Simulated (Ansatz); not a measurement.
# CH₄BFOSi: single points with varied inputs

Aim: run CH₄BFOSi under a spread of inputs, and see what each costs and gives.

The runs use Ansatz 0.2.0, Gaussian basis; the settings change from run to run.

## 1. The geometry

The structure was relaxed beforehand with PBE0-D4 in a triple-zeta def2 set.

SMILES `O=CB[SiH2]F`, 9 atoms, charge 0, spin multiplicity 1.

Atoms are counted from 1 here; the program's logs count them from 0.

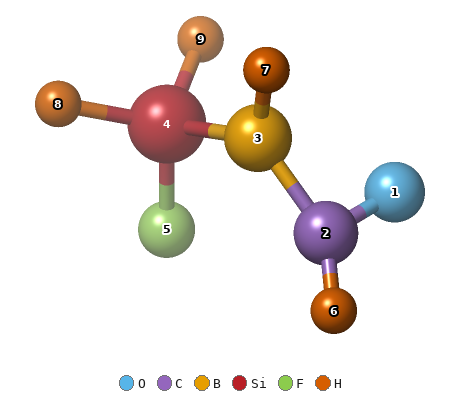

The geometry (oxygen blue, carbon purple, boron amber, silicon red, fluorine green, hydrogen orange); atoms are numbered from 1 in the order of the file.

## 2. BHLYP/cc-pVTZ-DK

Set apart from the defaults: charge -1, multiplicity 2.

Contents of in.yaml:

```yaml
crystal:
  periodic: [false, false, false]
  atoms:
    - {symbol: O, position_ang: [-0.789457, 0.780354, 1.703762]}
    - {symbol: C, position_ang: [-0.128335, 1.442074, 0.910398]}
    - {symbol: B, position_ang: [0.628067, 0.188738, 0.495808]}
    - {symbol: Si, position_ang: [-0.077187, -1.007602, -0.944994]}
    - {symbol: F, position_ang: [-1.360768, -0.349177, -1.659654]}
    - {symbol: H, position_ang: [-0.262375, 2.524966, 0.778467]}
    - {symbol: H, position_ang: [1.608668, -0.084915, 1.121736]}
    - {symbol: H, position_ang: [0.963988, -1.202597, -1.991903]}
    - {symbol: H, position_ang: [-0.494200, -2.338142, -0.430919]}
basis:
  gaussian: {orbitals: cc-pVTZ-DK}
total_charge: -1
magnetization: {spin_polarized: true, initial_magnetization: 1}
hamiltonian: {xc: {name: BHLYP}}
```

On the command line:

```
> ansatz run in.yaml --threads 2 --pin off --events-out ev --progress --plain --max-ram 4352MiB
```

The program printed:

```text
Functional definition: BHLYP
  name "BHLYP"
  cite "Becke, J. Chem. Phys. 98, 1372 (1993) doi:10.1063/1.464304"
  cite "Becke, Phys. Rev. A 38, 3098 (1988) doi:10.1103/PhysRevA.38.3098"
  cite "Lee, Yang & Parr, Phys. Rev. B 37, 785 (1988) doi:10.1103/PhysRevB.37.785"
  parameter a = 0.5
  exchange = (1 - a)*b88_x + a*exact_x
  correlation = lyp_c
1343 factors; their error is unknown
mean field evaluation 1: about -14438.1278 eV, gradient 1.9e1 eV
mean field evaluation 2: about -14437.9120 eV, gradient 2.2e1 eV
mean field evaluation 4: about -14440.0436 eV, gradient 2.1e0 eV
mean field evaluation 8: about -14440.0672 eV, gradient 8.0e-2 eV
mean field evaluation 16: about -14440.1662 eV, gradient 5.4e-3 eV
mean field evaluation 32: about -14440.0383 eV, gradient 5.4e-1 eV
mean field -14440.16617376 eV, -530.6663189896 hartree, gradient 2.1e-5 eV, S^2 0.759104; 2 other end points of the search recorded, 0 dependent functions left out
reference -14440.16634750 eV, -530.6663253744 hartree; 24, 23 occupied and 186, 187 virtual orbitals, 1343 factors
Total energy: -14440.16634750 eV, -530.6663253744 hartree
Relativity: scalar
```

Run time: 17 s. Hardware: 2 threads of Arm Neoverse V1, shared host; peak memory 0.63 GiB.

⟨S²⟩ 0.759.

## 3. BHLYP/STO-3G

Options: relativity set to none, high accuracy.

Changes to in.yaml since step 2:

```diff
@@ -13,5 +13,4 @@
 basis:
-  gaussian: {orbitals: cc-pVTZ-DK}
-total_charge: -1
-magnetization: {spin_polarized: true, initial_magnetization: 1}
-hamiltonian: {xc: {name: BHLYP}}
+  gaussian: {orbitals: STO-3G}
+hamiltonian: {xc: {name: BHLYP}, pseudopotentials: {relativity: none}}
+accuracy: high
```

Launched as before.

The program printed:

```text
Functional definition: BHLYP
  name "BHLYP"
  cite "Becke, J. Chem. Phys. 98, 1372 (1993) doi:10.1063/1.464304"
  cite "Becke, Phys. Rev. A 38, 3098 (1988) doi:10.1103/PhysRevA.38.3098"
  cite "Lee, Yang & Parr, Phys. Rev. B 37, 785 (1988) doi:10.1103/PhysRevB.37.785"
  parameter a = 0.5
  exchange = (1 - a)*b88_x + a*exact_x
  correlation = lyp_c
682 factors; integrals over basis functions are off by at most 3.1e-8 eV
mean field evaluation 1: about -14232.3236 eV, gradient 2.9e1 eV
mean field evaluation 2: about -14230.5446 eV, gradient 4.4e1 eV
mean field evaluation 4: about -14235.3399 eV, gradient 1.3e0 eV
mean field evaluation 8: about -14235.3509 eV, gradient 2.9e-2 eV
mean field evaluation 16: about -14235.3510 eV, gradient 2.4e-5 eV
mean field -14235.35095121 eV, -523.1394983896 hartree, gradient 4.7e-8 eV, S^2 0.000000; 0 other end points of the search recorded, 0 dependent functions left out
reference -14235.35097334 eV, -523.1394992028 hartree; 23, 23 occupied and 10, 10 virtual orbitals, 682 factors
Total energy: -14235.35097334 eV, -523.1394992028 hartree
```

It took 1.6 s on 2 threads of Arm Neoverse V1, shared host.

## 4. wB97/def2-SVPD

This run has the search for lower states set to off.

Changes to in.yaml since step 3:

```diff
@@ -13,4 +13,4 @@
 basis:
-  gaussian: {orbitals: STO-3G}
-hamiltonian: {xc: {name: BHLYP}, pseudopotentials: {relativity: none}}
-accuracy: high
+  gaussian: {orbitals: def2-SVPD}
+hamiltonian: {xc: {name: wB97}}
+scf: {lower_state_search: off}
```

Launched as before.

The program printed, cut to the lines that bear on the results:

```text
Functional definition: wB97
  name "wB97"
  cite "Chai & Head-Gordon, J. Chem. Phys. 128, 084106 (2008) doi:10.1063/1.2834918"
  cite "Becke, J. Chem. Phys. 107, 8554 (1997) doi:10.1063/1.475007"
[...]
  # The coefficients of nought are those of the uniform gas.
[...]
      + integral(e_c_pw_opposite_spin*poly(b97_u_opposite, 1, cos1, cos2, cos3, cos4))
[...]
1182 factors; their error is unknown
615 factors; integrals over basis functions are off by at most 3.8e-5 eV
[...]
mean field -14411.44553644 eV, -529.6108550357 hartree, gradient 3.2e-6 eV, S^2 0.000000; 0 other end points of the search recorded, 0 dependent functions left out
reference -14411.44552267 eV, -529.6108545294 hartree; 23, 23 occupied and 119, 119 virtual orbitals, 1182 factors
Total energy: -14411.44552267 eV, -529.6108545294 hartree
Checks for a lower state left out: stability, starts, cluster_reference, orbital_swaps, neighbouring_geometries, increment
```

Wall time 4.2 s (2 threads of Arm Neoverse V1, shared host).

## 5. B97/def2-mTZVP

This run has the search for lower states set to light.

Changes to in.yaml since step 4:

```diff
@@ -13,4 +13,4 @@
 basis:
-  gaussian: {orbitals: def2-SVPD}
-hamiltonian: {xc: {name: wB97}}
-scf: {lower_state_search: off}
+  gaussian: {orbitals: def2-mTZVP}
+hamiltonian: {xc: {name: B97}}
+scf: {lower_state_search: light}
```

The command is unchanged.

The program printed, cut to the lines that bear on the results:

```text
Functional definition: B97
  name "B97"
  cite "Becke, J. Chem. Phys. 107, 8554 (1997) doi:10.1063/1.475007"
[...]
      + integral(e_c_pw_opposite_spin*poly(b97_u_opposite, cos0, cos1, cos2))
1052 factors; their error is unknown
[...]
mean field -14419.21240868 eV, -529.8962823259 hartree, gradient 6.6e-5 eV, S^2 0.000000; 0 other end points of the search recorded, 0 dependent functions left out
reference -14419.21243656 eV, -529.8962833504 hartree; 23, 23 occupied and 92, 92 virtual orbitals, 1052 factors
Total energy: -14419.21243656 eV, -529.8962833504 hartree
```

It took 4.4 s on 2 threads of Arm Neoverse V1, shared host.

## 6. wB97X-V/aug-cc-pVTZ

This run has charge +1, multiplicity 2.

Changes to in.yaml since step 5:

```diff
@@ -13,4 +13,5 @@
 basis:
-  gaussian: {orbitals: def2-mTZVP}
-hamiltonian: {xc: {name: B97}}
-scf: {lower_state_search: light}
+  gaussian: {orbitals: aug-cc-pVTZ}
+total_charge: 1
+magnetization: {spin_polarized: true, initial_magnetization: 1}
+hamiltonian: {xc: {name: wB97X-V}}
```

Same command.

The program printed, cut to the lines that bear on the results:

```text
Functional definition: wB97X-V
  name "wB97X-V"
  cite "Mardirossian & Head-Gordon, Phys. Chem. Chem. Phys. 16, 9904 (2014) doi:10.1039/C3CP54374A"
  cite "Becke, J. Chem. Phys. 107, 8554 (1997) doi:10.1063/1.475007"
  cite "Vydrov & Van Voorhis, J. Chem. Phys. 133, 244103 (2010) doi:10.1063/1.3521275"
[...]
      + integral(e_c_pw_opposite_spin*poly(b97_u_opposite, cos0, cos1)) + vv10(b, c)
1459 factors; their error is unknown
510 factors; integrals over basis functions are off by at most 1.6e-5 eV
[...]
mean field -14408.96733130 eV, -529.5197826765 hartree, gradient 4.9e-6 eV, S^2 0.772696; 2 other end points of the search recorded, 0 dependent functions left out
reference -14408.96732884 eV, -529.5197825861 hartree; 23, 22 occupied and 303, 304 virtual orbitals, 1459 factors
Total energy: -14408.96732884 eV, -529.5197825861 hartree
```

Wall time 2.6 min (2 threads of Arm Neoverse V1, shared host); peak memory 1.5 GiB.

⟨S²⟩ 0.773.

## 7. B97/def2-TZVPD

Options: atoms shaken by 0.08 Å.

Contents of in.yaml:

```yaml
crystal:
  periodic: [false, false, false]
  atoms:
    - {symbol: O, position_ang: [-0.916817, 0.749888, 1.650058]}
    - {symbol: C, position_ang: [-0.056120, 1.549255, 1.090213]}
    - {symbol: B, position_ang: [0.575945, 0.181227, 0.578241]}
    - {symbol: Si, position_ang: [0.030366, -1.223504, -0.947735]}
    - {symbol: F, position_ang: [-1.415887, -0.318123, -1.760036]}
    - {symbol: H, position_ang: [-0.286682, 2.485976, 0.735990]}
    - {symbol: H, position_ang: [1.675633, -0.165521, 0.990073]}
    - {symbol: H, position_ang: [1.052436, -1.296967, -1.976416]}
    - {symbol: H, position_ang: [-0.369858, -2.380614, -0.566802]}
basis:
  gaussian: {orbitals: def2-TZVPD}
hamiltonian: {xc: {name: B97}}
```

The command is unchanged.

The program printed, cut to the lines that bear on the results:

```text
Functional definition: B97
  name "B97"
  cite "Becke, J. Chem. Phys. 107, 8554 (1997) doi:10.1063/1.475007"
[...]
      + integral(e_c_pw_opposite_spin*poly(b97_u_opposite, cos0, cos1, cos2))
1213 factors; their error is unknown
[...]
mean field -14417.61949652 eV, -529.8377438836 hartree, gradient 1.0e-5 eV, S^2 0.000000; 0 other end points of the search recorded, 0 dependent functions left out
reference -14417.61953642 eV, -529.8377453499 hartree; 23, 23 occupied and 210, 210 virtual orbitals, 1213 factors
Total energy: -14417.61953642 eV, -529.8377453499 hartree
```

It took 10 s on 2 threads of Arm Neoverse V1, shared host.

## 8. B2PLYP/aug-cc-pVTZ

Options: coordinates scaled by 0.92, a grid of angular degree 23, the search for lower states set to light.

Contents of in.yaml:

```yaml
crystal:
  periodic: [false, false, false]
  atoms:
    - {symbol: O, position_ang: [-0.726300, 0.717926, 1.567461]}
    - {symbol: C, position_ang: [-0.118069, 1.326708, 0.837567]}
    - {symbol: B, position_ang: [0.577821, 0.173639, 0.456143]}
    - {symbol: Si, position_ang: [-0.071012, -0.926994, -0.869395]}
    - {symbol: F, position_ang: [-1.251907, -0.321243, -1.526881]}
    - {symbol: H, position_ang: [-0.241385, 2.322969, 0.716190]}
    - {symbol: H, position_ang: [1.479975, -0.078122, 1.031998]}
    - {symbol: H, position_ang: [0.886869, -1.106389, -1.832551]}
    - {symbol: H, position_ang: [-0.454664, -2.151090, -0.396446]}
basis:
  gaussian: {orbitals: aug-cc-pVTZ, final_grid: {core_spheres: 8, valence_spheres: 7, degree: 23}}
hamiltonian: {xc: {name: B2PLYP}}
scf: {lower_state_search: light}
output: {forces: true}
```

Same command.

The program printed, cut to the lines that bear on the results:

```text
Functional definition: B2PLYP
  name "B2PLYP"
  cite "Grimme, J. Chem. Phys. 124, 034108 (2006) doi:10.1063/1.2148954"
  cite "Becke, Phys. Rev. A 38, 3098 (1988) doi:10.1103/PhysRevA.38.3098"
  cite "Lee, Yang & Parr, Phys. Rev. B 37, 785 (1988) doi:10.1103/PhysRevB.37.785"
[...]
1887 factors; integrals over basis functions are off by at most 9.4e-4 eV
[...]
mean field -14405.59912765 eV, -529.3960034755 hartree, gradient 6.6e-7 eV, S^2 0.000000; 0 other end points of the search recorded, 0 dependent functions left out
9 core orbitals not correlated: weight in the atoms' cores, before any rotation towards them, 1.000 or more for the frozen orbitals, at most 0.000 for the correlated occupied ones
reference -14405.59933236 eV, -529.3960109982 hartree; 14, 14 occupied and 303, 303 virtual orbitals, 1887 factors
second order -28.37453639 eV of doubles, -0.00000000 eV of singles
[...]
Total energy: -14413.26045718 eV, -529.6775521426 hartree
Atom 0 at    -0.726300     0.717926     1.567461 Å, force    -6.385022    -6.170408     7.607253 eV/Å
Atom 1 at    -0.118069     1.326708     0.837567 Å, force     4.136241     6.781120    -5.505228 eV/Å
Atom 2 at     0.577821     0.173639     0.456143 Å, force     1.481512    -1.641696    -0.459924 eV/Å
Atom 3 at    -0.071012    -0.926994    -0.869395 Å, force     3.130023    -1.806758     1.537346 eV/Å
Atom 4 at    -1.251907    -0.321243    -1.526881 Å, force    -5.609957     2.807498    -3.111494 eV/Å
Atom 5 at    -0.241385     2.322969     0.716190 Å, force    -0.341686     3.626290    -0.513001 eV/Å
Atom 6 at     1.479975    -0.078122     1.031998 Å, force     2.282900    -0.581171     1.386325 eV/Å
Atom 7 at     0.886869    -1.106389    -1.832551 Å, force     2.011942    -0.446642    -1.914398 eV/Å
Atom 8 at    -0.454664    -2.151090    -0.396446 Å, force    -0.705953    -2.568233     0.973122 eV/Å
Dipole moment:     0.202193     0.361132     0.055084 e Å
```

Wall time 48 s (2 threads of Arm Neoverse V1, shared host); peak memory 1.4 GiB.

Largest force 11.692 eV/Å, dipole 2.01 D.

## 9. wB97X/pcseg-2

Options: atoms shaken by 0.08 Å, high accuracy.

Contents of in.yaml:

```yaml
crystal:
  periodic: [false, false, false]
  atoms:
    - {symbol: O, position_ang: [-0.717289, 0.886819, 1.808645]}
    - {symbol: C, position_ang: [-0.216203, 1.408665, 0.930099]}
    - {symbol: B, position_ang: [0.593658, 0.166598, 0.499719]}
    - {symbol: Si, position_ang: [-0.015649, -1.037028, -0.913749]}
    - {symbol: F, position_ang: [-1.221759, -0.342243, -1.725334]}
    - {symbol: H, position_ang: [-0.222668, 2.566370, 0.882301]}
    - {symbol: H, position_ang: [1.657079, -0.038281, 1.015420]}
    - {symbol: H, position_ang: [0.933445, -1.230879, -2.091265]}
    - {symbol: H, position_ang: [-0.576055, -2.387055, -0.314955]}
basis:
  gaussian: {orbitals: pcseg-2}
hamiltonian: {xc: {name: wB97X}}
accuracy: high
```

Same command.

The program printed, cut to the lines that bear on the results:

```text
Functional definition: wB97X
  name "wB97X"
  cite "Chai & Head-Gordon, J. Chem. Phys. 128, 084106 (2008) doi:10.1063/1.2834918"
  cite "Becke, J. Chem. Phys. 107, 8554 (1997) doi:10.1063/1.475007"
[...]
  # The coefficients of nought are those of the uniform gas.
[...]
      + exact_x_lr(omega)
[...]
      + integral(e_c_pw_opposite_spin*poly(b97_u_opposite, 1, cos1, cos2, cos3, cos4))
3804 factors; integrals over basis functions are off by at most 2.7e-8 eV
473 factors; integrals over basis functions are off by at most 2.4e-9 eV
[...]
mean field -14420.62227208 eV, -529.9480938503 hartree, gradient 5.6e-8 eV, S^2 0.000000; 0 other end points of the search recorded, 0 dependent functions left out
reference -14420.62226790 eV, -529.9480936965 hartree; 23, 23 occupied and 187, 187 virtual orbitals, 3804 factors
Total energy: -14420.62226790 eV, -529.9480936965 hartree
```

Run time: 49 s. Hardware: 2 threads of Arm Neoverse V1, shared host; peak memory 1.5 GiB.

## 10. revPBE0/def2-SVP

This run has multiplicity 3, atoms shaken by 0.15 Å.

Contents of in.yaml:

```yaml
crystal:
  periodic: [false, false, false]
  atoms:
    - {symbol: O, position_ang: [-0.884033, 0.560731, 1.841292]}
    - {symbol: C, position_ang: [-0.041273, 1.319129, 1.070199]}
    - {symbol: B, position_ang: [0.434746, 0.235584, 0.396303]}
    - {symbol: Si, position_ang: [-0.138884, -1.133184, -1.123228]}
    - {symbol: F, position_ang: [-1.297922, -0.180590, -1.424792]}
    - {symbol: H, position_ang: [-0.193704, 2.424098, 0.691384]}
    - {symbol: H, position_ang: [1.452398, -0.373141, 1.260828]}
    - {symbol: H, position_ang: [1.002289, -0.951434, -1.935921]}
    - {symbol: H, position_ang: [-0.501130, -2.370123, -0.592269]}
basis:
  gaussian: {orbitals: def2-SVP}
magnetization: {spin_polarized: true, initial_magnetization: 2}
hamiltonian: {xc: {name: revPBE0}}
output: {forces: true}
```

Launched as before.

The program printed, cut to the lines that bear on the results:

```text
Functional definition: revPBE0
  name "revPBE0"
  cite "Zhang & Yang, Phys. Rev. Lett. 80, 890 (1998) doi:10.1103/PhysRevLett.80.890"
  cite "Adamo & Barone, J. Chem. Phys. 110, 6158 (1999) doi:10.1063/1.478522"
  cite "Perdew, Burke & Ernzerhof, Phys. Rev. Lett. 77, 3865 (1996) doi:10.1103/PhysRevLett.77.3865"
[...]
919 factors; integrals over basis functions are off by at most 1.0e-3 eV
[...]
mean field -14402.00242418 eV, -529.2638270606 hartree, gradient 1.7e-6 eV, S^2 2.022081; 2 other end points of the search recorded, 0 dependent functions left out
[...]
reference -14402.00245546 eV, -529.2638282104 hartree; 24, 22 occupied and 70, 72 virtual orbitals, 919 factors
Total energy: -14402.00245546 eV, -529.2638282104 hartree
Atom 0 at    -0.884033     0.560731     1.841292 Å, force     0.965055     0.279030    -1.328101 eV/Å
Atom 1 at    -0.041273     1.319129     1.070199 Å, force    -2.338250     6.802244     1.400586 eV/Å
Atom 2 at     0.434746     0.235584     0.396303 Å, force     2.669273    -6.137397     0.255349 eV/Å
Atom 3 at    -0.138884    -1.133184    -1.123228 Å, force     3.264711     0.730104     3.048960 eV/Å
Atom 4 at    -1.297922    -0.180590    -1.424792 Å, force    -3.925381     2.075335    -2.059891 eV/Å
Atom 5 at    -0.193704     2.424098     0.691384 Å, force    -0.181370    -1.793882     1.289226 eV/Å
Atom 6 at     1.452398    -0.373141     1.260828 Å, force    -0.844468     0.285281    -1.368565 eV/Å
Atom 7 at     1.002289    -0.951434    -1.935921 Å, force     0.965268    -0.319060    -1.543339 eV/Å
Atom 8 at    -0.501130    -2.370123    -0.592269 Å, force    -0.574838    -1.921655     0.305774 eV/Å
Dipole moment:     0.268191    -0.403442    -0.687105 e Å
```

Wall time 10 s (2 threads of Arm Neoverse V1, shared host).

Largest force 7.328 eV/Å, dipole 4.04 D, ⟨S²⟩ 2.022.

## 11. All runs side by side

| level | charge | multiplicity | geometry | functions | energy (eV) | time |
| --- | --- | --- | --- | --- | --- | --- |
| BHLYP/cc-pVTZ-DK | -1 | 2 | relaxed | 210 | -14440.166 | 17 s |
| BHLYP/STO-3G | 0 | 1 | relaxed | 33 | -14235.351 | 1.6 s |
| wB97/def2-SVPD | 0 | 1 | relaxed | 142 | -14411.446 | 4.2 s |
| B97/def2-mTZVP | 0 | 1 | relaxed | 115 | -14419.212 | 4.4 s |
| wB97X-V/aug-cc-pVTZ | 1 | 2 | relaxed | 326 | -14408.967 | 2.6 min |
| B97/def2-TZVPD | 0 | 1 | shaken | 233 | -14417.620 | 10 s |
| B2PLYP/aug-cc-pVTZ | 0 | 1 | scaled | 326 | -14413.260 | 48 s |
| wB97X/pcseg-2 | 0 | 1 | shaken | 210 | -14420.622 | 49 s |
| revPBE0/def2-SVP | 0 | 3 | shaken | 94 | -14402.002 | 10 s |

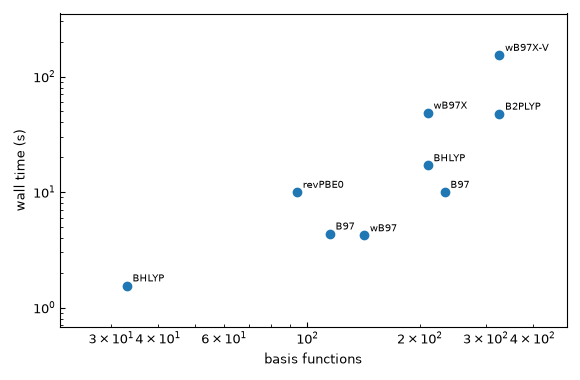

Wall time against the number of basis functions (shared host).

## 12. What came out

```
                                         quantity                         value
                                             runs                             9
                                         quickest           BHLYP/STO-3G, 1.6 s
                                          slowest  wB97X-V/aug-cc-pVTZ, 2.6 min
spread of total energies, same state and geometry                      183.9 eV
```

Run time spans a factor of 99, from BHLYP/STO-3G to wB97X-V/aug-cc-pVTZ. The jobs differ in tasks and options as well as level. The totals spread over 184 eV; they can't be compared across methods or bases.
